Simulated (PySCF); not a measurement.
Vertical excitations of a molecule CH₅BFNO from TDA-ωB97X/def2-SVPD in PySCF 2.14.0, as energy in eV (oscillator strength): 6.89 (0.001), 7.99 (0.013), 8.58 (0.022), 9.18 (0.006), 9.29 (0.258), 9.43 (0.038), 9.68 (0.028), 9.82 (0.085), 10.01 (0.057), 10.14 (0.002). Lowest triplet (TDA): 6.80 eV. The structure is a stationary point at r2SCAN-D4/def2-SVP. The values are those of a single conformer.

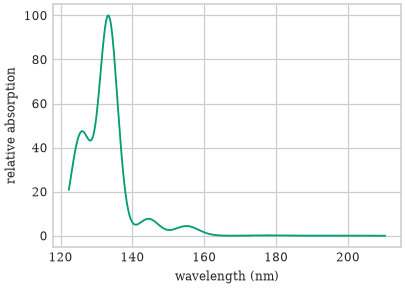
Fig. 1. The lines broadened by 0.4 eV.

Task: Identify the compound among the candidates.
(A) NB(O)CF
(B) CNB(O)F
(C) COB(N)F

Result: B, CNB(O)F
